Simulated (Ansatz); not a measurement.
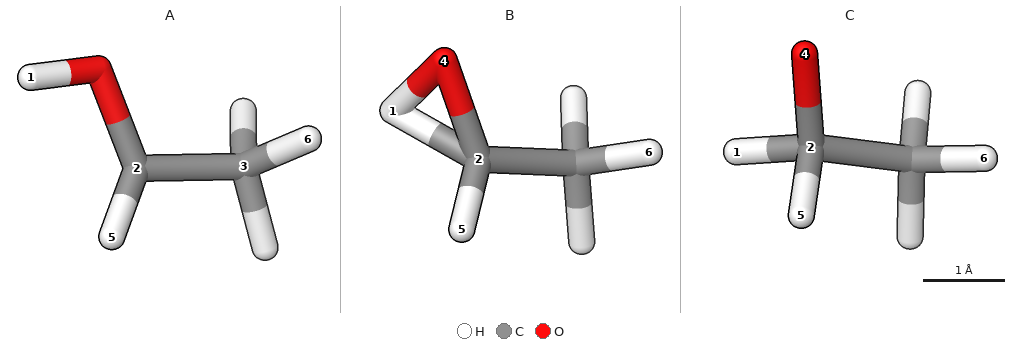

Three geometries of C$_{2}$H$_{5}$O (multiplicity 2): a saddle point and the two minima that it joins, in shuffled order. The picture is a stick view, seen at a tilt. Sticks join atoms that are closer than about 1.2 times the sum of their covalent radii (a little more with hydrogen).

Stationary points at PBE0-D4/def2-TZVP, single-point energies with CCSD(T)/CBS (def2-TZVPP where no basis is named; Ansatz 0.2.0). The energies are electronic, without zero-point or thermal terms, and both ends are the minima reached downhill from the saddle, with any fragments still in contact. CCSD(T)/CBS stands for a frozen-core estimate: MP2 correlation extrapolated from def2-TZVPP and def2-QZVPP, CCSD(T) minus MP2 from the smaller set.

Identify the saddle point and describe the reaction.

Answer. Frame B is the saddle point. From C over the saddle to A, a bond forms: H–O (1.98 → 1.21 → 0.96 Å). A bond breaks: C–H (1.11 → 1.27 → 1.91 Å). The saddle has one imaginary mode, 1953i cm⁻¹. With CCSD(T)/CBS the barrier is 29.4 kcal/mol from C and 41.1 kcal/mol from A, and A lies 11.7 kcal/mol below C.
